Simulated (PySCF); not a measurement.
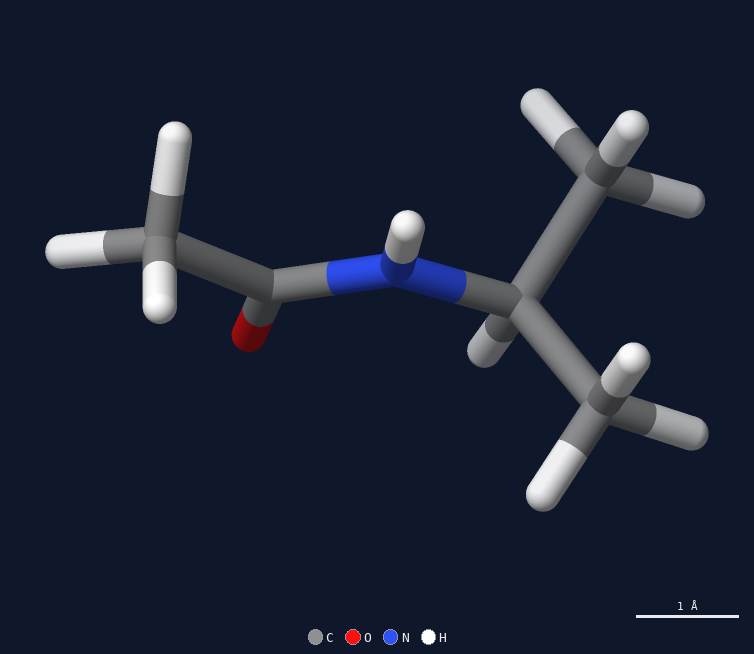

A stick model of a molecule.

The geometry was computed by an optimisation with GFN2-xTB. No frequency run is at hand to confirm it as a minimum.

Describe the molecule.

It has 18 atoms: 5 carbon, 11 hydrogen, 1 nitrogen and 1 oxygen (C₅H₁₁NO). SMILES: `CC(=O)NC(C)C`. It has no ring. Among its groups: amide. Coordination: 4 C tetrahedral; 1 C trigonal planar; 1 N trigonal planar.

More results for the same structure follow; atom numbers are the same in all pictures, views and colours differ.

### Spin–spin coupling

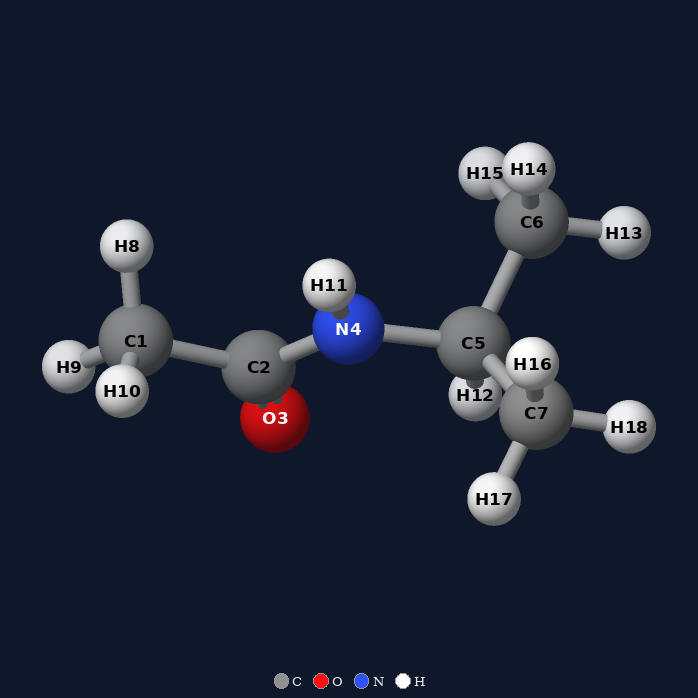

No frequency run is at hand to confirm it as a minimum. Method: B3LYP/pcJ-1 indirect spin-spin coupling, non-relativistic, gas phase (PySCF 2.14.0). Isotopes: 13C, 1H, 15N, 17O.

Give the spin–spin coupling constants of these pairs, with the number of bonds between them: N4/H11, N4/C5, N4/H15, N4/H17, N4/H14, N4/H18.

| pair | bonds apart | J (Hz) |
| --- | --- | --- |
| N4, H11 | 1 | −92.1 |
| N4, C5 | 1 | −11.9 |
| N4, H15 | 3 | −0.9 |
| N4, H17 | 3 | −0.9 |
| N4, H14 | 3 | −1.3 |
| N4, H18 | 3 | −6.2 |

### Dipole moment

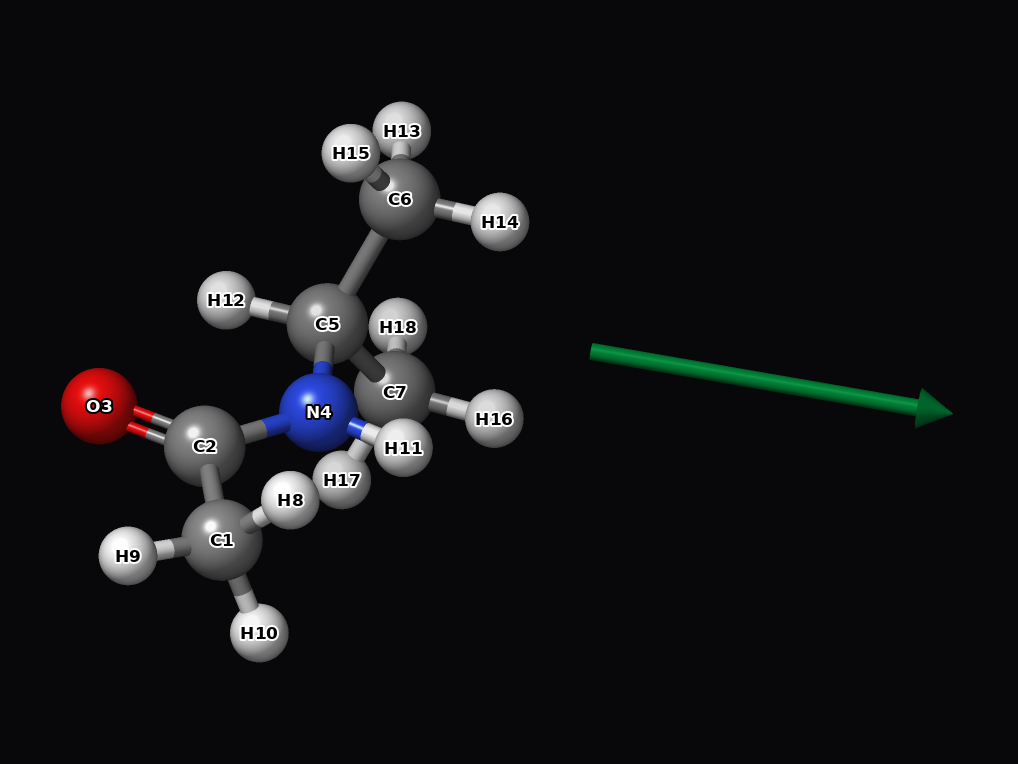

The arrow beside the molecule shows the direction of the dipole moment, from the negative to the positive end (its length means nothing). No frequency run is at hand to confirm it as a minimum. Properties computed with B3LYP/pcJ-1, gas phase (PySCF 2.14.0).

**Estimate the dipole moment.**

3.70 D; it points from the side of O3 to the side of H16 (the outermost atoms at the two ends).

### Quadrupole coupling

No frequency run is at hand to confirm it as a minimum. Electric field gradients from the ground-state density, B3LYP/pcJ-1 (PySCF 2.14.0), non-relativistic apart from any core potentials.

Give the largest field-gradient component, the quadrupole coupling constant and the asymmetry for 17O at O3 (Q = −25.6 mb), 14N at N4 (Q = 20.44 mb), 2H at H8 (Q = 2.86 mb), 2H at H9 (Q = 2.86 mb), 2H at H10 (Q = 2.86 mb), 2H at H11 (Q = 2.86 mb).

```csv
atom,V_zz (a.u.),e²qQ/h (MHz),η
O3,−1.606,9.66,0.01
N4,−1.002,−4.81,0.09
H8,0.303,0.204,0.04
H9,0.303,0.204,0.02
H10,0.303,0.203,0.03
H11,0.395,0.266,0.22
```
